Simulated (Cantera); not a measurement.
Input: 1 mol BN, a varied amount of O2, at 552 °C and 0.00133 bar.

Cantera equilibrium calculation (NASA polynomials, part measured and part estimated; ideal gas, pure solids and liquids). Candidate condensed phases: B, BN, B2O3; 17 gas species. Kinetics and transport are ignored.

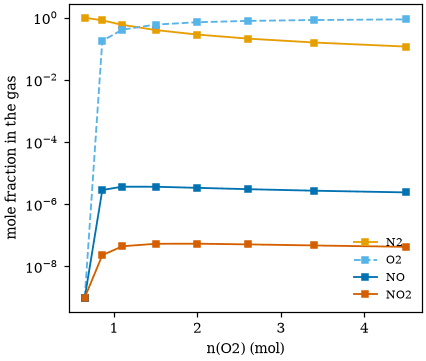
Figure: Equilibrium gas composition (values under 1e-9 drawn at 1e-9)

Problem. Read off the mole fractions at 0.86 mol O2.

Solution. N2 about 0.82, O2 about 0.18, NO about 2.9e-6, NO2 about 2.3e-8.
